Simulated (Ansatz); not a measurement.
# Two runs on CH$_{5}$ClGeS

System: CH$_{5}$ClGeS.
Method of run A: RKS PBE0-D4/def2-SVP (Ansatz 0.2.0).

Text and figures count atoms from 1; the logs count them from 0 in places.

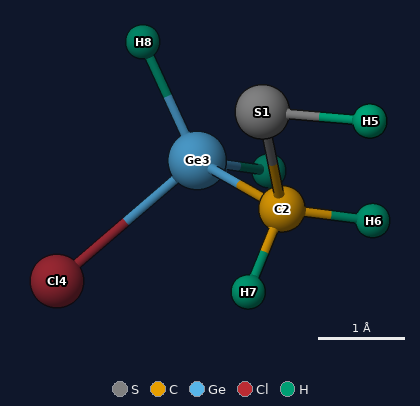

The structure as given in the input (ball-and-stick view, seen at a tilt; atoms are numbered from 1 in the order of the input). Sticks mark near contacts.

**The input, run A**
```yaml
crystal:
  periodic: [false, false, false]
  atoms:
    - { symbol: S, position_ang: [0.394017, 1.8276, -0.905914] }
    - { symbol: C, position_ang: [0.935929, 0.211814, -0.282568] }
    - { symbol: Ge, position_ang: [1.838432, 0.35323, 1.442769] }
    - { symbol: Cl, position_ang: [3.939488, -0.021489, 1.021335] }
    - { symbol: H, position_ang: [-0.752404, 1.385055, -1.4712] }
    - { symbol: H, position_ang: [0.100712, -0.502925, -0.224099] }
    - { symbol: H, position_ang: [1.655635, -0.178227, -1.019682] }
    - { symbol: H, position_ang: [1.761418, 1.766277, 2.04735] }
    - { symbol: H, position_ang: [1.373916, -0.732375, 2.421459] }
basis:
  gaussian: { orbitals: def2-SVP }
hamiltonian:
  xc: pbe0
  dispersion: d4
output:
  forces: true
```

Launched with:
```bash
ansatz run input.yaml --threads 1 --pin off --max-ram 2560MiB --backend cpu --events-out ev --progress --plain --runs-dir out
```

Hardware: 1 thread of Arm Neoverse V1, 24 GiB of memory available, shared host.

**Output (run A)**
```
Engine: ansatz 0.2.0, aarch64-unknown-linux-gnu
Functional definition: PBE0
  parameter a = 0.25
  parameter kappa = 0.804
  parameter beta = 0.06672455060314922
  exchange = (1 - a)*pbe_x(kappa = kappa, mu = beta*pi^2/3) + a*exact_x
  correlation = pbe_c(beta = beta)
1039 factors; integrals over basis functions are off by at most 1.3e-3 eV
mean field evaluation 1: about -80961.1990 eV, gradient 3.6e1 eV
mean field evaluation 2: about -80959.4255 eV, gradient 4.4e1 eV
mean field evaluation 4: about -80964.0350 eV, gradient 1.4e0 eV
mean field evaluation 8: about -80964.1250 eV, gradient 6.6e-2 eV
mean field evaluation 16: about -80964.1250 eV, gradient 2.9e-5 eV
mean field -80964.12500854 eV, -2975.3767146087 hartree, gradient 2.9e-5 eV, S^2 0.000000; 0 other end points of the search recorded, 0 dependent functions left out
the calculation of the forces begins
reference -80964.12503459 eV, -2975.3767155662 hartree; 38, 38 occupied and 69, 69 virtual orbitals, 1039 factors
Total energy: -80964.31629296 eV, -2975.3837441815 hartree
Atom 0 at     0.394017     1.827600    -0.905914 Å, force    -0.423128     0.146498     0.068582 eV/Å
Atom 1 at     0.935929     0.211814    -0.282568 Å, force     0.176960    -0.091427    -0.487479 eV/Å
Atom 2 at     1.838432     0.353230     1.442769 Å, force     0.221043     0.083973     0.046598 eV/Å
Atom 3 at     3.939488    -0.021489     1.021335 Å, force    -0.029214    -0.013860     0.070292 eV/Å
Atom 4 at    -0.752404     1.385055    -1.471200 Å, force     0.074185     0.127680    -0.040275 eV/Å
Atom 5 at     0.100712    -0.502925    -0.224099 Å, force    -0.002599     0.124264     0.111559 eV/Å
Atom 6 at     1.655635    -0.178227    -1.019682 Å, force     0.044363    -0.246945     0.232248 eV/Å
Atom 7 at     1.761418     1.766277     2.047350 Å, force    -0.048023    -0.094202    -0.051480 eV/Å
Atom 8 at     1.373916    -0.732375     2.421459 Å, force    -0.013588    -0.035981     0.049955 eV/Å
Dipole moment:    -0.555601    -0.224726    -0.006048 e Å
```

For run B the input was changed thus:
```diff
-    - { symbol: Cl, position_ang: [3.939488, -0.021489, 1.021335] }
+    - { symbol: Cl, position_ang: [3.411987, -1.147954, 1.389594] }
-    - { symbol: H, position_ang: [1.761418, 1.766277, 2.04735] }
-    - { symbol: H, position_ang: [1.373916, -0.732375, 2.421459] }
+    - { symbol: H, position_ang: [2.53748, 1.709011, 1.646095] }
+    - { symbol: H, position_ang: [0.907489, -0.0099, 2.606225] }
```

How does run B compare with run A?

With the same method and basis, run B lies 1.0 kcal/mol lower. The largest force goes from 0.527 to 0.635 eV/Å.

**Output (run B)**
```
Engine: ansatz 0.2.0, aarch64-unknown-linux-gnu
Functional definition: PBE0
  parameter a = 0.25
  parameter kappa = 0.804
  parameter beta = 0.06672455060314922
  exchange = (1 - a)*pbe_x(kappa = kappa, mu = beta*pi^2/3) + a*exact_x
  correlation = pbe_c(beta = beta)
1040 factors; integrals over basis functions are off by at most 1.4e-3 eV
mean field evaluation 1: about -80961.2426 eV, gradient 3.6e1 eV
mean field evaluation 2: about -80959.4518 eV, gradient 4.4e1 eV
mean field evaluation 4: about -80964.0825 eV, gradient 1.3e0 eV
mean field evaluation 8: about -80964.1726 eV, gradient 6.6e-2 eV
mean field evaluation 16: about -80964.1726 eV, gradient 2.8e-5 eV
mean field -80964.17264191 eV, -2975.3784651027 hartree, gradient 2.8e-5 eV, S^2 0.000000; 0 other end points of the search recorded, 0 dependent functions left out
the calculation of the forces begins
reference -80964.17266768 eV, -2975.3784660501 hartree; 38, 38 occupied and 69, 69 virtual orbitals, 1040 factors
Total energy: -80964.36114199 eV, -2975.3853923531 hartree
Atom 0 at     0.394017     1.827600    -0.905914 Å, force    -0.409966     0.160129     0.134031 eV/Å
Atom 1 at     0.935929     0.211814    -0.282568 Å, force     0.321320    -0.107784    -0.537457 eV/Å
Atom 2 at     1.838432     0.353230     1.442769 Å, force     0.107535    -0.040237     0.054000 eV/Å
Atom 3 at     3.411987    -1.147954     1.389594 Å, force    -0.040347     0.008568     0.042446 eV/Å
Atom 4 at    -0.752404     1.385055    -1.471200 Å, force     0.060097     0.133937    -0.014748 eV/Å
Atom 5 at     0.100712    -0.502925    -0.224099 Å, force     0.035910     0.110604     0.125487 eV/Å
Atom 6 at     1.655635    -0.178227    -1.019682 Å, force     0.029360    -0.251660     0.210731 eV/Å
Atom 7 at     2.537480     1.709011     1.646095 Å, force    -0.087083    -0.051833    -0.053551 eV/Å
Atom 8 at     0.907489    -0.009900     2.606225 Å, force    -0.016826     0.038277     0.039060 eV/Å
Dipole moment:    -0.452973    -0.005956    -0.088872 e Å
```

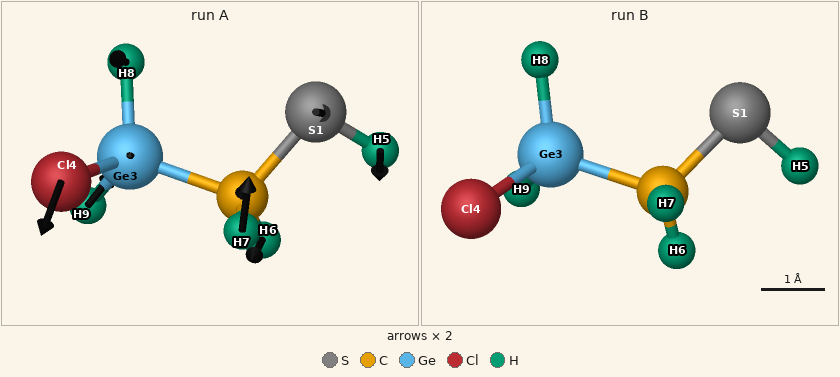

The two input geometries at one scale (ball-and-stick view, seen at a tilt). The black arrows on the first give the shifts of the atoms after the best rigid fit, magnified 2 times. The atom that moves furthest after the best rigid fit is the Cl atom (0.54 Å). By element the largest moves are Cl 0.54 Å, H 0.51 Å, S 0.44 Å, C 0.14 Å, Ge 0.04 Å.

**The two runs side by side**

| quantity | run A | run B |
| --- | --- | --- |
| outcome | converged | converged |
| total energy (hartree) | −2975.383744 | −2975.385392 |
| largest force (eV/Å) | 0.527 | 0.635 |
| basis functions | 107 | 107 |
| wall time (shared host) | 5.4 s | 6.3 s |
